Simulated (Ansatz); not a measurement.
```xyz
6

C     0.2955   -0.1519   -0.5477
O     1.0643   -0.7997    0.1946
Al    1.6431    1.1230    0.2694
H    -1.3804    1.1924    2.0501
H    -0.4893   -0.7466   -1.0553
H    -0.7991    1.5130    2.3933
```

Geometry: PBE0-D4/def2-TZVP; at this geometry the atoms fall into two loosely joined parts.

The calculation used RKS PBE0-D4/def2-TZVPP (Ansatz).

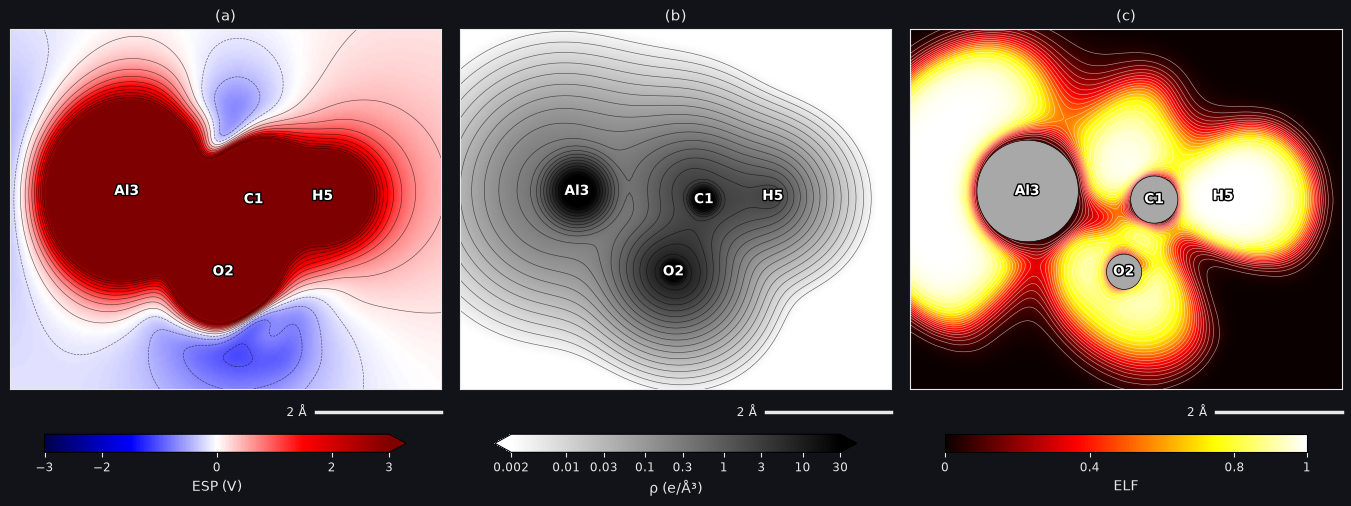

CH3AlO. (a) electrostatic potential; (b) electron density; (c) electron localisation function on the plane of atoms O2, C1 and H5. Grey discs cover the atomic cores in the ELF map.

**Read the bonding off the picture.**

The section cuts through C, O, Al and H sites.
C–O (1.25 Å): the density is about 3.1 e/Å³ at the midpoint; the ELF peaks at about 0.85 between the atoms (a polar covalent bond).
Al–O (2.01 Å): the density is about 0.46 e/Å³ at the midpoint; the ELF peaks at about 0.85 in the valence shell of O, 0.5 Å from its nucleus, and is about 0.30 at the midpoint.
C–Al (2.03 Å): the density is about 0.5 e/Å³ at the midpoint; the ELF peaks at about 0.75 in the valence shell of C, 0.7 Å from its nucleus, and is about 0.45 at the midpoint.
C–H (1.11 Å): ρ at the midpoint is about 2 e/Å³; the ELF climbs to about 1 towards the hydrogen, as it does in any bond to H: a covalent bond by its length.
The ELF also peaks beside O2, away from the bonds: lone-pair regions.
Outside the dense part of the molecule the potential is most negative (−1.1 V) near O2.
